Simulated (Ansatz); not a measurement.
# Run report: CuF$_{2}$, geometry relaxation

CuF$_{2}$, multiplicity 4, computed with UKS PBE-D4/def2-TZVP (Ansatz 0.2.0).

The geometry: PBE-D4/def2-TZVP start. Figures and captions count atoms from 1; the log counts them from 0 in places.

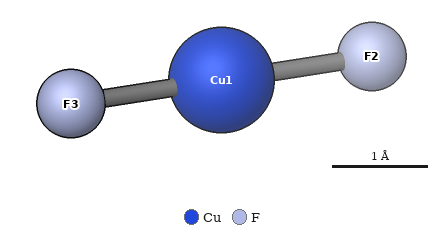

Figure 1. The starting structure (ball-and-stick view, seen at a tilt; atoms are numbered from 1 in the order of the input). Sticks mark near contacts. Bond lengths as drawn: Cu–F 1.74 Å.

The input
```yaml
crystal:
  periodic: [false, false, false]
  atoms:
    - {symbol: Cu, position_ang: [0.000083, 0.000051, -0.000119]}
    - {symbol: F, position_ang: [-0.347487, 1.637384, 0.466690]}
    - {symbol: F, position_ang: [0.347404, -1.637435, -0.466571]}
basis:
  gaussian: {orbitals: def2-TZVP}
magnetization: {spin_polarized: true, initial_magnetization: 3}
hamiltonian: {xc: pbe, dispersion: d4}
scf: {omitted_lower_state_checks: [starts]}
output: {orbitals: {seedname: orbitals}}
relax: {f_tol: 0.02, max_steps: 100}
```

Run on 4 threads of Arm Neoverse V2, 23 GiB of memory available, shared host.

Run as:
```bash
ansatz run in.yaml --threads 4 --pin off --events-out ev --progress --plain --max-ram 3916MiB
```

Log
```
Functional definition: PBE
  name "PBE"
  cite "Perdew, Burke & Ernzerhof, Phys. Rev. Lett. 77, 3865 (1996) doi:10.1103/PhysRevLett.77.3865"
  parent pbe
  parameter kappa = 0.804
  parameter beta = 0.06672455060314922
  exchange = pbe_x(kappa = kappa, mu = beta*pi^2/3)
  correlation = pbe_c(beta = beta)
these checks for a lower state are left out or cut short: starts
765 factors; their error is unknown
mean field evaluation 1: about -50048.4013 eV, gradient 6.5e1 eV
mean field evaluation 2: about -49895.2580 eV, gradient 2.6e2 eV
mean field evaluation 4: about -50057.3999 eV, gradient 2.9e1 eV
mean field evaluation 8: about -50060.0707 eV, gradient 3.1e0 eV
mean field evaluation 16: about -50060.0751 eV, gradient 6.7e-4 eV
mean field evaluation 32: about -50060.0751 eV, gradient 5.2e-10 eV
mean field -50060.07508468 eV, -1839.6738274243 hartree, gradient 5.2e-10 eV, S^2 3.751883; 0 other end points of the search recorded, 0 dependent functions left out
the calculation of the forces begins
reference -50060.07514018 eV, -1839.6738294640 hartree; 25, 22 occupied and 82, 85 virtual orbitals, 765 factors
relax step   1: F+E_penalty+E_count = -50060.10415541 eV  Δ(F+E_penalty+E_count) = +0.000e0 eV  max|allowed force component| = 1.971e0 eV/Å  Δτ_max = 0.0000 Å  (185 SCF iters, accepted)
these checks for a lower state are left out or cut short: starts, cluster_reference, orbital_swaps, neighbouring_geometries, increment
765 factors; their error is unknown
mean field evaluation 64: about -50060.2080 eV, gradient 7.5e-9 eV
mean field -50060.20801052 eV, -1839.6787123588 hartree, gradient 3.2e-6 eV, S^2 3.751996; 0 other end points of the search recorded, 0 dependent functions left out
[... from here on the field's lines of each further geometry are left out, up to the last ...]
relax step   2: F+E_penalty+E_count = -50060.23677015 eV  Δ(F+E_penalty+E_count) = -1.326e-1 eV  max|allowed force component| = 1.308e0 eV/Å  Δτ_max = 0.0384 Å  (179 SCF iters, accepted)
relax step   3: F+E_penalty+E_count = -50060.37094774 eV  Δ(F+E_penalty+E_count) = -1.342e-1 eV  max|allowed force component| = 3.196e-1 eV/Å  Δτ_max = 0.0818 Å  (168 SCF iters, accepted)
relax step   4: F+E_penalty+E_count = -50060.38352807 eV  Δ(F+E_penalty+E_count) = -1.258e-2 eV  max|allowed force component| = 1.356e-2 eV/Å  Δτ_max = 0.0406 Å  (192 SCF iters, accepted)
relax step   5: F+E_penalty+E_count = -50060.38355474 eV  Δ(F+E_penalty+E_count) = -2.666e-5 eV  max|allowed force component| = 8.557e-4 eV/Å  Δτ_max = 0.0018 Å  (147 SCF iters, accepted)
relax step   6: F+E_penalty+E_count = -50060.38355511 eV  Δ(F+E_penalty+E_count) = -3.796e-7 eV  max|allowed force component| = 1.033e-3 eV/Å  Δτ_max = 0.0002 Å  (144 SCF iters, accepted)
relax step   7: F+E_penalty+E_count = -50060.38355562 eV  Δ(F+E_penalty+E_count) = -5.026e-7 eV  max|allowed force component| = 1.239e-3 eV/Å  Δτ_max = 0.0002 Å  (160 SCF iters, accepted)
relax step   8: F+E_penalty+E_count = -50060.38356056 eV  Δ(F+E_penalty+E_count) = -4.943e-6 eV  max|allowed force component| = 2.477e-3 eV/Å  Δτ_max = 0.0014 Å  (148 SCF iters, accepted)
relax step   9: F+E_penalty+E_count = -50060.38358033 eV  Δ(F+E_penalty+E_count) = -1.977e-5 eV  max|allowed force component| = 4.952e-3 eV/Å  Δτ_max = 0.0027 Å  (155 SCF iters, accepted)
relax step  10: F+E_penalty+E_count = -50060.38375457 eV  Δ(F+E_penalty+E_count) = -1.742e-4 eV  max|allowed force component| = 1.883e-2 eV/Å  Δτ_max = 0.0055 Å  (538 SCF iters, accepted)
relax step  11: F+E_penalty+E_count = -50060.38392493 eV  Δ(F+E_penalty+E_count) = -1.704e-4 eV  max|allowed force component| = 2.560e-2 eV/Å  Δτ_max = 0.0039 Å  (101 SCF iters, accepted)
relax step  12: F+E_penalty+E_count = -50060.38503755 eV  Δ(F+E_penalty+E_count) = -1.113e-3 eV  max|allowed force component| = 5.101e-2 eV/Å  Δτ_max = 0.0149 Å  (61 SCF iters, accepted)
relax step  13: F+E_penalty+E_count = -50060.46242081 eV  Δ(F+E_penalty+E_count) = -7.738e-2 eV  max|allowed force component| = 3.114e-1 eV/Å  Δτ_max = 0.2000 Å  (129 SCF iters, accepted)
relax step  14: F+E_penalty+E_count = -50060.65614298 eV  Δ(F+E_penalty+E_count) = -1.937e-1 eV  max|allowed force component| = 5.664e-1 eV/Å  Δτ_max = 0.2000 Å  (371 SCF iters, accepted)
relax step  15: F+E_penalty+E_count = -50060.78052254 eV  Δ(F+E_penalty+E_count) = -1.244e-1 eV  max|allowed force component| = 6.307e-1 eV/Å  Δτ_max = 0.0975 Å  (167 SCF iters, accepted)
relax step  16: F+E_penalty+E_count = -50060.96839664 eV  Δ(F+E_penalty+E_count) = -1.879e-1 eV  max|allowed force component| = 4.596e-1 eV/Å  Δτ_max = 0.1480 Å  (83 SCF iters, accepted)
relax step  17: F+E_penalty+E_count = -50061.09983680 eV  Δ(F+E_penalty+E_count) = -1.314e-1 eV  max|allowed force component| = 1.191e-1 eV/Å  Δτ_max = 0.1958 Å  (160 SCF iters, accepted)
relax step  18: F+E_penalty+E_count = -50061.10442931 eV  Δ(F+E_penalty+E_count) = -4.593e-3 eV  max|allowed force component| = 1.785e-1 eV/Å  Δτ_max = 0.0583 Å  (58 SCF iters, accepted)
the calculation of the forces begins
reference -50061.07588466 eV, -1839.7106061454 hartree; 25, 22 occupied and 82, 85 virtual orbitals, 765 factors
relax step  19: F+E_penalty+E_count = -50061.10693559 eV  Δ(F+E_penalty+E_count) = -2.506e-3 eV  max|allowed force component| = 1.092e-2 eV/Å  Δτ_max = 0.0160 Å  (54 SCF iters, accepted)
```

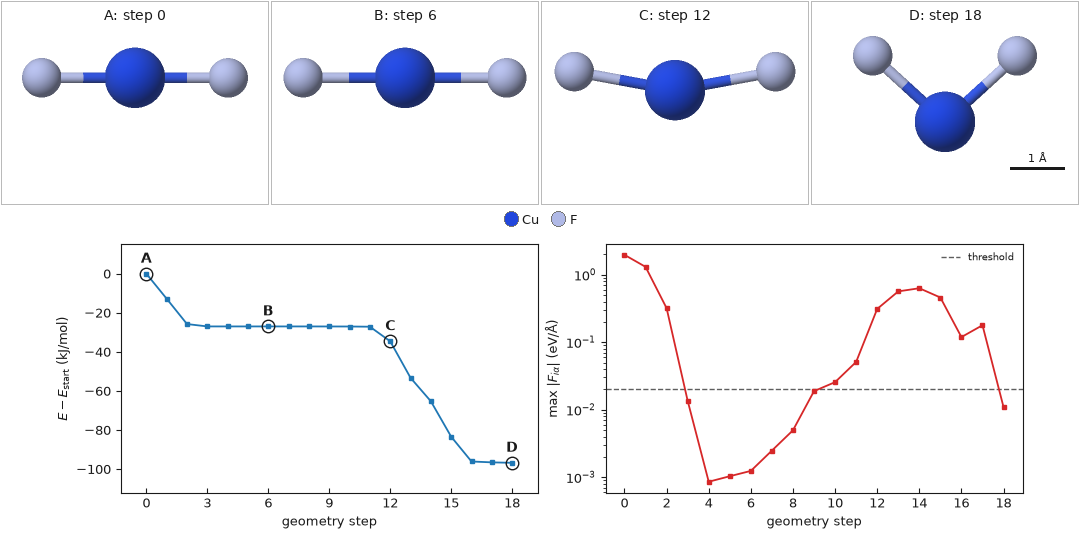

Figure 2. Frames of the relaxation (ball-and-stick view, seen on its broad side) above the curves, on which the letters mark them (the first geometry is step 0 here and step 1 in the log).

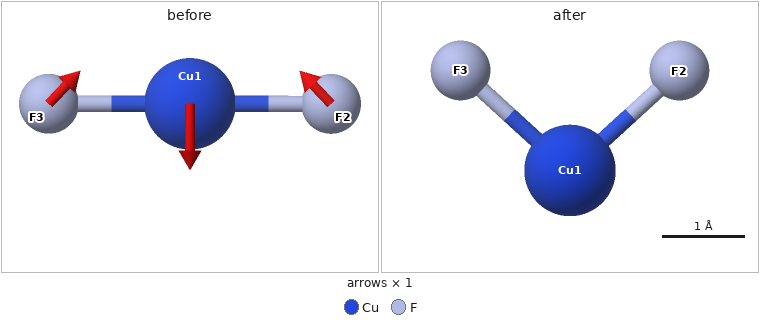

Figure 3. Before (left) and after (right) the relaxation, at one scale (ball-and-stick view, seen on its broad side). The red arrows give the displacements, at true length. The largest move after the best rigid fit is that of Cu1, 0.82 Å. By element the largest moves are Cu 0.82 Å, F 0.57 Å. Among the contacts that change: Cu1–F2 1.738 → 1.825 Å. Among the angles that change: F2–Cu1–F3 180.0° → 95.2°. The energy falls by 96.8 kJ/mol in 18 geometry steps. Largest force component: 2 eV/Å at the start, 0.011 eV/Å at the end. (Atoms are counted from 1 in the order of the input.)

```
these checks for a lower state are left out or cut short: starts
765 factors; their error is unknown
mean field -50061.07582920 eV, -1839.7106041072 hartree, gradient 8.5e-6 eV, S^2 3.753144; 0 other end points of the search recorded, 0 dependent functions left out
the calculation of the forces begins
reference -50061.07588466 eV, -1839.7106061454 hartree; 25, 22 occupied and 82, 85 virtual orbitals, 765 factors
Total energy: -50061.10699105 eV, -1839.7117492842 hartree
Atom 0 at     0.442458     0.274682    -0.634416 Å, force    -0.007618    -0.004730     0.010924 eV/Å
Atom 1 at    -0.490680     1.132505     0.679090 Å, force     0.004376    -0.000308    -0.006224 eV/Å
Atom 2 at     0.048222    -1.407187    -0.044674 Å, force     0.003242     0.005038    -0.004700 eV/Å
Dipole moment:     0.105654     0.065591    -0.151492 e Å
Checks for a lower state left out: starts
```

Trajectory as extended XYZ (Å, eV, eV/Å), 19 frames, from step=1 to step=19
```
3
Properties=species:S:1:pos:R:3:forces:R:3 step=1 energy=-50060.10416
Cu    0.0001    0.0001   -0.0001    0.0005   0.0003  -0.0007
F    -0.3475    1.6374    0.4667   -0.4184   1.9703   0.5619
F     0.3474   -1.6374   -0.4666    0.4179  -1.9706  -0.5612
3
Properties=species:S:1:pos:R:3:forces:R:3 step=2 energy=-50060.23677
Cu    0.0001    0.0001   -0.0001    0.0005   0.0003  -0.0006
F    -0.3552    1.6736    0.4770   -0.2778   1.3081   0.3732
F     0.3551   -1.6736   -0.4769    0.2774  -1.3084  -0.3725
3
Properties=species:S:1:pos:R:3:forces:R:3 step=3 energy=-50060.37095
Cu    0.0002    0.0001   -0.0003    0.0004   0.0002  -0.0005
F    -0.3716    1.7506    0.4990   -0.0680   0.3193   0.0913
F     0.3714   -1.7507   -0.4988    0.0676  -0.3196  -0.0908
3
Properties=species:S:1:pos:R:3:forces:R:3 step=4 energy=-50060.38353
Cu    0.0004    0.0003   -0.0006    0.0005   0.0003  -0.0007
F    -0.3798    1.7888    0.5101    0.0026  -0.0136  -0.0035
F     0.3794   -1.7891   -0.5095   -0.0031   0.0132   0.0042
3
Properties=species:S:1:pos:R:3:forces:R:3 step=5 energy=-50060.38356
Cu    0.0005    0.0003   -0.0007    0.0006   0.0004  -0.0009
F    -0.3795    1.7871    0.5097   -0.0002  -0.0006   0.0003
F     0.3790   -1.7874   -0.5090   -0.0004   0.0002   0.0005
3
Properties=species:S:1:pos:R:3:forces:R:3 step=6 energy=-50060.38356
Cu    0.0006    0.0004   -0.0009    0.0007   0.0004  -0.0010
F    -0.3795    1.7870    0.5098   -0.0004  -0.0002   0.0005
F     0.3789   -1.7874   -0.5089   -0.0003  -0.0003   0.0005
3
Properties=species:S:1:pos:R:3:forces:R:3 step=7 energy=-50060.38356
Cu    0.0007    0.0005   -0.0011    0.0009   0.0005  -0.0012
F    -0.3796    1.7870    0.5099   -0.0004  -0.0002   0.0006
F     0.3789   -1.7874   -0.5088   -0.0004  -0.0004   0.0006
3
Properties=species:S:1:pos:R:3:forces:R:3 step=8 energy=-50060.38356
Cu    0.0015    0.0009   -0.0021    0.0017   0.0011  -0.0025
F    -0.3800    1.7868    0.5104   -0.0009  -0.0005   0.0013
F     0.3785   -1.7877   -0.5083   -0.0009  -0.0006   0.0012
3
Properties=species:S:1:pos:R:3:forces:R:3 step=9 energy=-50060.38358
Cu    0.0030    0.0018   -0.0042    0.0035   0.0021  -0.0050
F    -0.3807    1.7863    0.5114   -0.0017  -0.0012   0.0024
F     0.3778   -1.7881   -0.5072   -0.0018  -0.0009   0.0025
3
Properties=species:S:1:pos:R:3:forces:R:3 step=10 energy=-50060.38376
Cu    0.0059    0.0037   -0.0085    0.0131   0.0082  -0.0188
F    -0.3822    1.7854    0.5136   -0.0064  -0.0049   0.0092
F     0.3763   -1.7890   -0.5051   -0.0067  -0.0032   0.0097
3
Properties=species:S:1:pos:R:3:forces:R:3 step=11 energy=-50060.38393
Cu    0.0080    0.0050   -0.0115    0.0179   0.0111  -0.0256
F    -0.3832    1.7846    0.5151   -0.0087  -0.0067   0.0125
F     0.3752   -1.7896   -0.5035   -0.0092  -0.0044   0.0131
3
Properties=species:S:1:pos:R:3:forces:R:3 step=12 energy=-50060.38504
Cu    0.0161    0.0100   -0.0231    0.0356   0.0221  -0.0510
F    -0.3872    1.7818    0.5208   -0.0169  -0.0153   0.0243
F     0.3711   -1.7918   -0.4977   -0.0187  -0.0067   0.0267
3
Properties=species:S:1:pos:R:3:forces:R:3 step=13 energy=-50060.46242
Cu    0.1239    0.0769   -0.1777    0.1867   0.1159  -0.2677
F    -0.4371    1.7297    0.5927   -0.0396  -0.3114   0.0616
F     0.3132   -1.8066   -0.4151   -0.1471   0.1955   0.2061
3
Properties=species:S:1:pos:R:3:forces:R:3 step=14 energy=-50060.65614
Cu    0.2317    0.1439   -0.3322    0.1906   0.1183  -0.2733
F    -0.4720    1.6063    0.6444    0.0123  -0.5664  -0.0079
F     0.2402   -1.7501   -0.3121   -0.2029   0.4481   0.2812
3
Properties=species:S:1:pos:R:3:forces:R:3 step=15 energy=-50060.78052
Cu    0.2843    0.1765   -0.4076    0.1271   0.0789  -0.1822
F    -0.4847    1.5260    0.6638    0.0619  -0.6307  -0.0774
F     0.2004   -1.7025   -0.2562   -0.1890   0.5518   0.2596
3
Properties=species:S:1:pos:R:3:forces:R:3 step=16 energy=-50060.96840
Cu    0.3481    0.2161   -0.4991    0.0974   0.0605  -0.1397
F    -0.4895    1.3784    0.6732    0.0424  -0.4596  -0.0525
F     0.1414   -1.5945   -0.1740   -0.1398   0.3992   0.1922
3
Properties=species:S:1:pos:R:3:forces:R:3 step=17 energy=-50061.09984
Cu    0.4214    0.2616   -0.6042    0.0831   0.0516  -0.1191
F    -0.4894    1.1826    0.6764   -0.0301  -0.0798   0.0442
F     0.0680   -1.4442   -0.0722   -0.0530   0.0282   0.0750
3
Properties=species:S:1:pos:R:3:forces:R:3 step=18 energy=-50061.10443
Cu    0.4511    0.2800   -0.6468   -0.1245  -0.0773   0.1785
F    -0.4940    1.1250    0.6839    0.0792  -0.0414  -0.1120
F     0.0429   -1.4051   -0.0371    0.0452   0.1187  -0.0664
3
Properties=species:S:1:pos:R:3:forces:R:3 step=19 energy=-50061.10694
Cu    0.4425    0.2747   -0.6344   -0.0076  -0.0047   0.0109
F    -0.4907    1.1325    0.6791    0.0044  -0.0003  -0.0062
F     0.0482   -1.4072   -0.0447    0.0032   0.0050  -0.0047
```

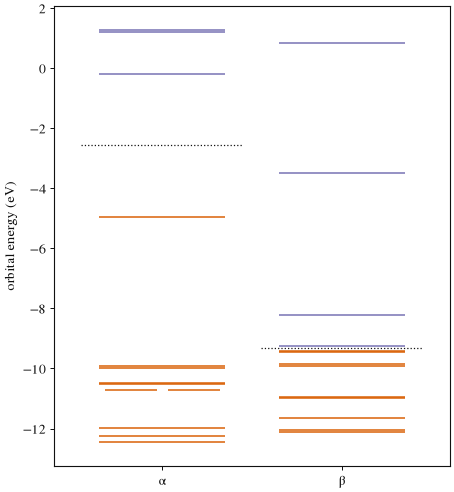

Figure 4. Orbital energies near the frontier for α and β spins; the dotted line parts filled from empty levels, and levels within 0.02 eV of each other stand side by side. α: highest filled −4.94 eV, lowest empty −0.19 eV, 4.75 eV apart; β: highest filled −9.42 eV, lowest empty −9.24 eV, 0.18 eV apart.

Results in brief

- outcome: converged
- total energy: −50061.1070 eV
- mean-field energy: −50061.0759 eV
- dispersion energy: −0.0311 eV
- ⟨S²⟩: 3.753
- SCF solution under orbital rotations: stable
- HOMO (either spin): −4.94 eV
- LUMO (either spin): −9.24 eV
- largest force (length of the vector) at the end: 0.014 eV/Å
- dipole moment: 0.94 D
- wall time: 1.8 min (CPU time 6.9 min)
- peak memory: 0.25 GiB
